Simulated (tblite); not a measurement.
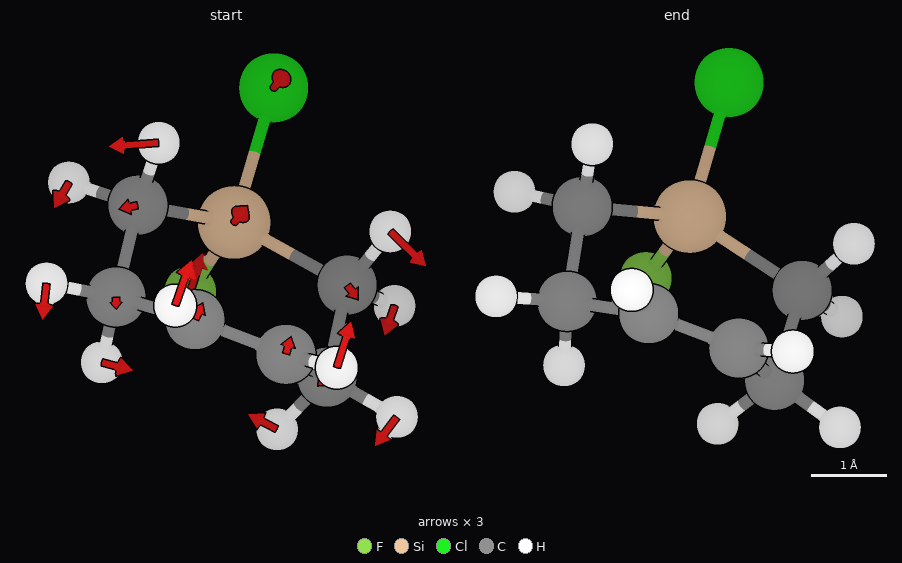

The structure of C$_{6}$H$_{10}$ClFSi before (left) and after (right) a relaxation, at one scale. The red arrows give the displacements, magnified 3 times.

Style: ball-and-stick. Shown from a free direction.

Level of theory: GFN2-xTB geometry optimisation, gas phase (tblite). 

**Describe what moved and what it gained.**

Over 72 geometry steps the energy falls by 0.140 eV. The largest move after the best rigid fit is that of an H atom, 0.24 Å. Largest moves by element: H 0.24 Å, Cl 0.20 Å, F 0.20 Å, Si 0.15 Å, C 0.09 Å. Near-neighbour distances that change, for instance: Cl–Si 2.052 → 2.018 Å, C–Si 1.865 → 1.898 Å, F–Si 1.596 → 1.627 Å, C–H 1.107 → 1.092 Å. Bond angles that change, for instance: C–Si–C 111.2° → 116.9°, F–Si–C 109.0° → 105.0°, F–Si–Cl 109.5° → 105.6°. Cost: 1.2 s on 1 thread of Arm Neoverse N1 (shared host).
